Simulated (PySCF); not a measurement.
# Pr(OH)3: other functionals and bases at one geometry

How far do other levels of theory move the description of Pr(OH)3, and what does each cost? It is a constructed species; whether it can be made isn't addressed.

The runs use PySCF 2.14.0; several levels, as the steps say, no spin–orbit coupling.

1 further run of the same task is left out (for a known fault of the program).

**1. Starting geometry**

7 atoms, charge 0, spin multiplicity 1.

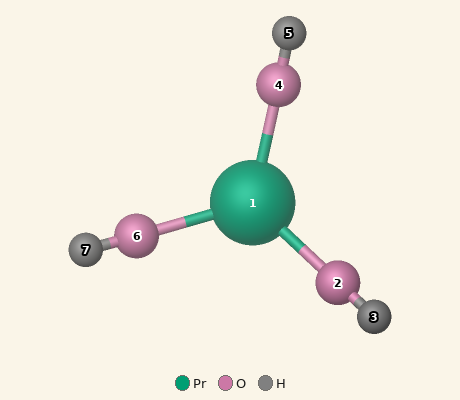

The geometry (praseodymium teal, oxygen pink, hydrogen grey); atoms are numbered from 1 in the order of the file.

Coordinates:

```
Pr    0.0000    0.0000   -0.3229
O     2.0955    0.0000    0.0689
H     3.0021    0.0000    0.3758
O    -1.0478    1.8148    0.0689
H    -1.5010    2.5999    0.3758
O    -1.0478   -1.8148    0.0689
H    -1.5010   -2.5999    0.3758
```

Formal oxidation states: Pr +3. Each metal's 2 4f electrons lie in its core potential, so multiplicities, spins and levels count the valence alone. An earlier session relaxed this geometry at PBE0, Pr lcecp-1-SVP with ECP48, O def2-SVP, H def2-SVP (singlet, point group C3v).

At PBE0 on the finer grid: E = -260.102474 Eh, HOMO -7.46 eV, LUMO -1.22 eV, Mulliken charge on Pr1 +1.13 e, largest force component 0.012 eV/Å. 

Levels to run: BP86; M06-L; PBE0, TZVP. Hardware: 2 threads of Intel Xeon 6975P-C (Granite Rapids), shared host.

**2. BP86**

run.py (the lines that set the calculation)

```python
mol = gto.M(atom='''
Pr     0.00000     0.00000    -0.32285
O      2.09555     0.00001     0.06892
H      3.00207     0.00002     0.37583
O     -1.04778     1.81479     0.06892
H     -1.50105     2.59986     0.37583
O     -1.04776    -1.81480     0.06892
H     -1.50102    -2.59988     0.37583''',
    basis={'Pr': 'lcecp-1-SVP', 'O': 'def2-SVP', 'H': 'def2-SVP'},
    ecp={'Pr': 'lcecp-1-SVP'},
    charge=0, spin=0)
mf = dft.RKS(mol, xc='B88,P86')
mf.grids.atom_grid = (75, 302)  # f atoms: unpruned, at least (60, 302)
mf = mf.density_fit()  # fitting sets: Pr AutoAux, O def2-universal-JKFIT, H def2-universal-JKFIT
mf.conv_tol = 1e-08; mf.max_cycle = 55
mf.kernel(dm0)  # dm0: the density of the relaxed state
```

On the command line:

```sh
$ OMP_NUM_THREADS=2 python run.py
```

Log:

```text
init E= -260.415785520202
  HOMO = -0.208537715320438  LUMO = -0.0676885583203521  gap/eV = 3.83270
cycle= 1 E= -260.416493225245  delta_E= -0.000708  |g|= 0.109  |ddm|= 0.268
  HOMO = -0.233557976811663  LUMO = -0.0590120721135321  gap/eV = 4.74964
cycle= 2 E= -260.40297967594  delta_E= 0.0135  |g|= 0.276  |ddm|= 0.305
  HOMO = -0.215914727593608  LUMO = -0.0628570717433234  gap/eV = 4.16491
cycle= 3 E= -260.419446104592  delta_E= -0.0165  |g|= 0.0173  |ddm|= 0.189
  HOMO = -0.216863018213674  LUMO = -0.064983575923808  gap/eV = 4.13285
cycle= 4 E= -260.419550398358  delta_E= -0.000104  |g|= 0.00259  |ddm|= 0.0278
  HOMO = -0.216619671258433  LUMO = -0.064974128803982  gap/eV = 4.12649
cycle= 5 E= -260.419551787794  delta_E= -1.39e-06  |g|= 0.000175  |ddm|= 0.0022
  HOMO = -0.216609026594456  LUMO = -0.0649567084184426  gap/eV = 4.12667
cycle= 6 E= -260.41955179584  delta_E= -8.05e-09  |g|= 5.77e-05  |ddm|= 0.000296
  HOMO = -0.216617305477969  LUMO = -0.0649572896952684  gap/eV = 4.12688
Extra cycle  E= -260.419551794302  delta_E= 1.54e-09  |g|= 0.000105  |ddm|= 0.000138
converged SCF energy = -260.419551794302
```

Run time: 3.9 s. Hardware: 2 threads of Intel Xeon 6975P-C (Granite Rapids), shared host.

Result: E = -260.419552 Eh, HOMO -5.89 eV, LUMO -1.77 eV, Mulliken charge on Pr1 +0.92 e, largest force component 0.613 eV/Å. 

**3. M06-L**

Changes to run.py (the lines that set the calculation) since step 2:

```diff
@@ -11,3 +11,3 @@
     charge=0, spin=0)
-mf = dft.RKS(mol, xc='B88,P86')
+mf = dft.RKS(mol, xc='M06L')
 mf.grids.atom_grid = (75, 302)  # f atoms: unpruned, at least (60, 302)
```

On the command line:

```sh
$ OMP_NUM_THREADS=2 python run.py
```

Log:

```text
init E= -260.312927246113
  HOMO = -0.225455867248078  LUMO = -0.0284848630486501  gap/eV = 5.35985
cycle= 1 E= -260.317018992349  delta_E= -0.00409  |g|= 0.049  |ddm|= 0.217
  HOMO = -0.209946505880803  LUMO = -0.0322327128275219  gap/eV = 4.83584
cycle= 2 E= -260.31540510742  delta_E= 0.00161  |g|= 0.102  |ddm|= 0.0989
  HOMO = -0.217989485967213  LUMO = -0.030815154476862  gap/eV = 5.09327
cycle= 3 E= -260.317510045924  delta_E= -0.0021  |g|= 0.00239  |ddm|= 0.0689
  HOMO = -0.218092532783245  LUMO = -0.0309089879793838  gap/eV = 5.09352
cycle= 4 E= -260.317511688384  delta_E= -1.64e-06  |g|= 0.000659  |ddm|= 0.00529
  HOMO = -0.218043016439911  LUMO = -0.030794109119725  gap/eV = 5.09530
cycle= 5 E= -260.317511833401  delta_E= -1.45e-07  |g|= 0.000223  |ddm|= 0.00125
  HOMO = -0.218035095125427  LUMO = -0.0308100184341633  gap/eV = 5.09465
cycle= 6 E= -260.317511845552  delta_E= -1.22e-08  |g|= 4.27e-05  |ddm|= 0.000205
  HOMO = -0.218031712613758  LUMO = -0.0308136126904799  gap/eV = 5.09446
cycle= 7 E= -260.317511845777  delta_E= -2.25e-10  |g|= 3.17e-05  |ddm|= 5.04e-05
  HOMO = -0.218030874206228  LUMO = -0.0308143882073431  gap/eV = 5.09442
Extra cycle  E= -260.317511844959  delta_E= 8.18e-10  |g|= 7.06e-05  |ddm|= 7.03e-05
converged SCF energy = -260.317511844959
```

Wall time 5.5 s (2 threads of Intel Xeon 6975P-C (Granite Rapids), shared host).

Result: E = -260.317512 Eh, HOMO -5.93 eV, LUMO -0.84 eV, Mulliken charge on Pr1 +1.26 e, largest force component 0.310 eV/Å. 

**4. PBE0, TZVP**

Basis: Pr lcecp-1-TZVP with ECP48, O def2-TZVP, H def2-TZVP. 

run.py (the lines that set the calculation)

```python
mol = gto.M(atom='''
Pr     0.00000     0.00000    -0.32285
O      2.09555     0.00001     0.06892
H      3.00207     0.00002     0.37583
O     -1.04778     1.81479     0.06892
H     -1.50105     2.59986     0.37583
O     -1.04776    -1.81480     0.06892
H     -1.50102    -2.59988     0.37583''',
    basis={'Pr': 'lcecp-1-TZVP', 'O': 'def2-TZVP', 'H': 'def2-TZVP'},
    ecp={'Pr': 'lcecp-1-TZVP'},
    charge=0, spin=0)
mf = dft.RKS(mol, xc='PBE0')
mf.grids.atom_grid = (75, 302)  # f atoms: unpruned, at least (60, 302)
mf = mf.density_fit()  # fitting sets: Pr AutoAux, O def2-universal-JKFIT, H def2-universal-JKFIT
mf.conv_tol = 1e-08; mf.max_cycle = 55
mf.kernel(dm0)  # dm0: free metal ions and neutral atoms
```

On the command line:

```sh
$ OMP_NUM_THREADS=2 python run.py
```

Log:

```text
init E= -264.514976055055
  HOMO = -0.321579371944891  LUMO = -0.0895833035041775  gap/eV = 6.31293
cycle= 1 E= -260.344659946498  delta_E= 4.17  |g|= 0.536  |ddm|= 2.01
  HOMO = -0.238880946062845  LUMO = -0.0328454377992244  gap/eV = 5.60651
cycle= 2 E= -260.350819008387  delta_E= -0.00616  |g|= 0.419  |ddm|= 0.637
  HOMO = -0.30368722156012  LUMO = -0.0470979086252896  gap/eV = 6.98215
cycle= 3 E= -260.373495690983  delta_E= -0.0227  |g|= 0.238  |ddm|= 0.344
  HOMO = -0.282835312575122  LUMO = -0.0493401399118554  gap/eV = 6.35373
cycle= 4 E= -260.382499748808  delta_E= -0.009  |g|= 0.0463  |ddm|= 0.121
  HOMO = -0.284522340217156  LUMO = -0.0461854646155473  gap/eV = 6.48548
cycle= 5 E= -260.382970823047  delta_E= -0.000471  |g|= 0.00283  |ddm|= 0.0386
  HOMO = -0.284685252168565  LUMO = -0.0465117867279972  gap/eV = 6.48103
cycle= 6 E= -260.382973151238  delta_E= -2.33e-06  |g|= 0.000329  |ddm|= 0.00556
  HOMO = -0.284668429532981  LUMO = -0.0465130918889898  gap/eV = 6.48054
cycle= 7 E= -260.382973174905  delta_E= -2.37e-08  |g|= 0.000151  |ddm|= 0.000431
  HOMO = -0.284669406752486  LUMO = -0.0465009525032016  gap/eV = 6.48089
cycle= 8 E= -260.382973180785  delta_E= -5.88e-09  |g|= 1.11e-05  |ddm|= 0.000157
  HOMO = -0.284672535385429  LUMO = -0.0465025709964024  gap/eV = 6.48093
Extra cycle  E= -260.382973180798  delta_E= -1.28e-11  |g|= 1.31e-05  |ddm|= 1.91e-05
converged SCF energy = -260.382973180798
```

Wall time 8.5 s (2 threads of Intel Xeon 6975P-C (Granite Rapids), shared host).

It gives: E = -260.382973 Eh, HOMO -7.75 eV, LUMO -1.27 eV, Mulliken charge on Pr1 +1.62 e, largest force component 0.276 eV/Å. 

**5. All levels side by side**

| level | state | HOMO (eV) | gap (eV) | charge on Pr1 (e) | dipole (D) | largest force (eV/Å) | basis functions | time |
| --- | --- | --- | --- | --- | --- | --- | --- | --- |
| PBE0 (relaxed here) | singlet | -7.46 | 6.24 | 1.13 | 1.37 | 0.01 | 90 | 8.6 s |
| BP86 | singlet | -5.89 | 4.13 | 0.92 | 1.23 | 0.61 | 90 | 3.9 s |
| M06-L | singlet | -5.93 | 5.09 | 1.26 | 1.45 | 0.31 | 90 | 5.5 s |
| PBE0, TZVP | singlet | -7.75 | 6.48 | 1.62 | 1.55 | 0.28 | 158 | 8.5 s |

Times are on 2 threads of Intel Xeon 6975P-C (Granite Rapids), shared host; the first row also made further properties.

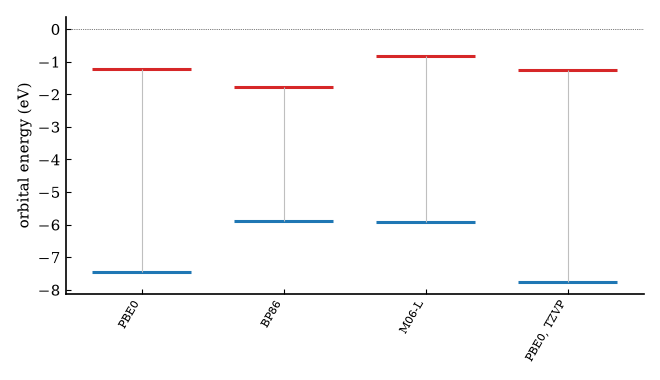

Highest filled and lowest empty level, method by method.

In one basis the HOMO–LUMO gap runs from 4.13 eV (BP86) to 6.24 eV (PBE0). The largest leftover force, 0.61 eV/Å with BP86, stands at a geometry relaxed at another level. The Mulliken charge on Pr spans +0.92 to +1.62 e over the levels. With 4f in the core, its levels are missing from HOMO and gap. Total energies of different levels can't be compared. Spin–orbit coupling is left out throughout.
